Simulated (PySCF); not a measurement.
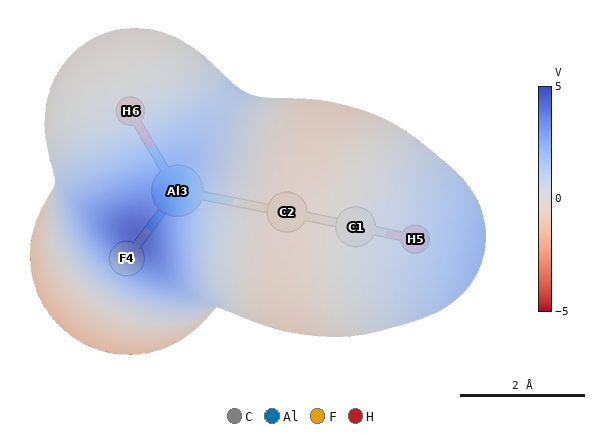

Figure. C2H2AlF (SMILES C#[C][AlH][F]). The electrostatic potential painted on the density surface at 0.002 e/bohr³, seen at a tilt; the colour scale runs from red (negative) to blue (positive).

Geometry: GFN2-xTB.

These are results of CAM-B3LYP/def2-SVPD, SCF density, gas phase (PySCF 2.14.0), not measurements.

Input

```
{"job": {"kind": "uv", "xc": "CAM-B3LYP", "basis": "def2-SVPD", "nstates": 8, "ntriplets": 3}, "charge": 0, "multiplicity": 1}
C      1.887088    -0.065360    -0.029801
C      0.678228     0.005298    -0.008980
Al    -1.256729     0.079442     0.017917
F     -2.195810    -1.265891    -0.117131
H      2.940923    -0.119164    -0.046570
H     -2.050578     1.367665     0.162990
```

Launched as:

```sh
OMP_NUM_THREADS=1 python probes_run.py task.json out
```

### Describe the electrostatic potential map.

The most negative region (about −1.3 V) lies over F4, the most positive (about +4.4 V) over Al3.

### How polar is the molecule by this calculation?

Its dipole moment is 1.90 D.
